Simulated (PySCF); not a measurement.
C₂H₁₀SSi₃

Input

```
{"job": {"kind": "uv", "xc": "B3LYP", "basis": "def2-SVPD", "nstates": 8, "ntriplets": 3}, "charge": 0, "multiplicity": 1}
Si     2.495617    -0.014257     0.903290
S      1.976871     0.767163    -1.018135
Si    -0.170929     0.563383    -1.137859
C     -1.119491     1.255256     0.377050
Si    -1.619685    -0.508889     0.945462
C     -0.834173    -1.173958    -0.675588
H      3.937334     0.160664     0.946593
H      1.810678     0.750611     1.939957
H      2.107723    -1.418937     0.973390
H     -0.453355     1.104939    -2.460226
H     -1.964979     1.877248     0.096458
H     -0.532569     1.833677     1.085327
H     -3.061701    -0.726985     1.064367
H     -0.931861    -0.955580     2.159638
H     -1.561108    -1.552975    -1.388494
H     -0.085971    -1.952416    -0.555157
```

Run with:

```sh
OMP_NUM_THREADS=1 python probes_run.py task.json out
```

Geometry: GFN2-xTB.

These are results of B3LYP/def2-SVPD, SCF density, gas phase (PySCF), not measurements.

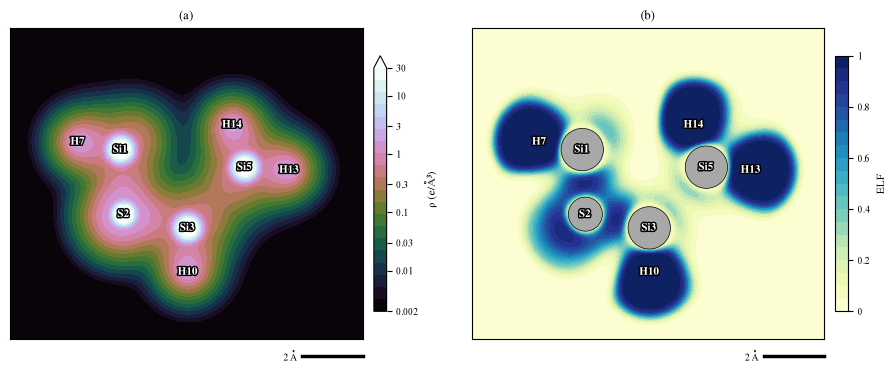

Figure 1. (a) total electron density; (b) ELF on the plane of atoms H13, Si5 and H14. Grey discs cover the atomic cores in the ELF map.

Describe what can be read from this map.

The section cuts through Si, S and H sites.
Si–S (2.14 Å): ρ at the midpoint is about 0.81 e/Å³; the ELF peaks at about 0.90 between the atoms, as expected for localised, covalent bonding.
Si–H (1.45 Å): the density is about 0.8 e/Å³ at the midpoint; the ELF climbs to about 1 towards the hydrogen, as it does in any bond to H.
The ELF also peaks beside S2, away from the bonds: lone-pair regions.

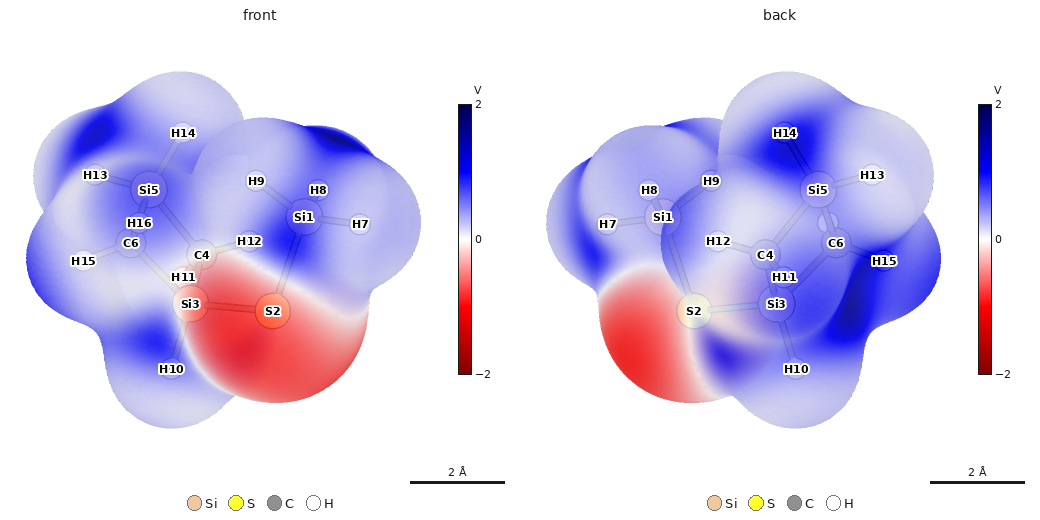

Figure 2. The electrostatic potential painted on the density surface at 0.002 e/bohr³, seen from the front and from behind; red is negative and blue positive.

Which sites attract a positive test charge, and which a negative one?

A positive charge is drawn to the negative regions and a negative charge to the positive ones. The most negative region (about −0.9 V, or −21 kcal/mol for a unit charge) lies over S2, the most positive (about +1.5 V, or +35 kcal/mol for a unit charge) over Si1 and Si3.
